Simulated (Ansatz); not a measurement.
Nd4O

```xyz
5
Lattice="5.4338 0.0000 0.0000 0.0000 5.4338 0.0000 0.0000 0.0000 5.4338" Properties=species:S:1:pos:R:3 pbc="T T T"
Nd    1.3190    1.3190    1.3190
Nd    4.1149    4.1149    1.3190
Nd    4.1149    1.3190    4.1149
Nd    1.3190    4.1149    4.1149
O     0.0000    0.0000    0.0000
```

Space group P-43m; a structure generated by program, which may or may not match a known phase; computed without spin polarisation; no Hubbard U on the f states and no spin–orbit coupling.

All numbers below come from DFT PBE, scalar-relativistic, plane waves, PAW; 4f electrons in the core of a trivalent norm-conserving potential in Ansatz.

What will maps of the valence pseudo-density and electron localisation function show?

Answer. Nd–O (2.28 Å): the density is about 0.53 e/Å³ at the midpoint; the ELF peaks at about 0.80 in the valence shell of O, 0.6 Å from its nucleus, and drops to about 0.20 between the two atoms; no localised pair shows between them.

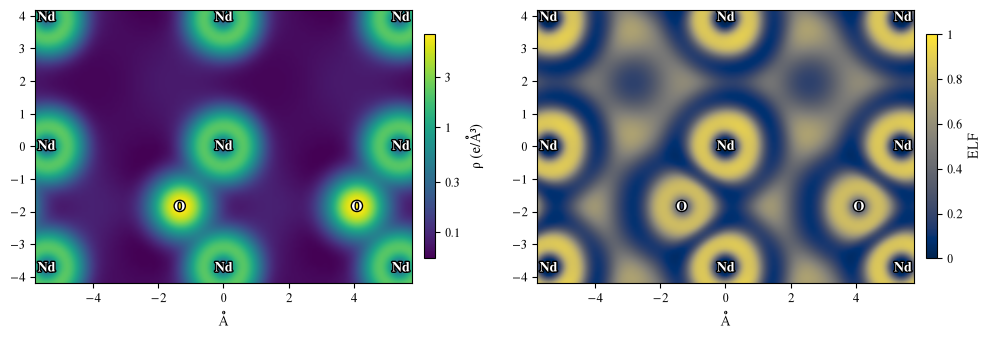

Computed valence pseudo-density and electron localisation function on the (11̄0) plane of the conventional cell, in this order. 

Core electrons are replaced by pseudopotentials, and the valence fields are smoothed inside the atomic spheres.
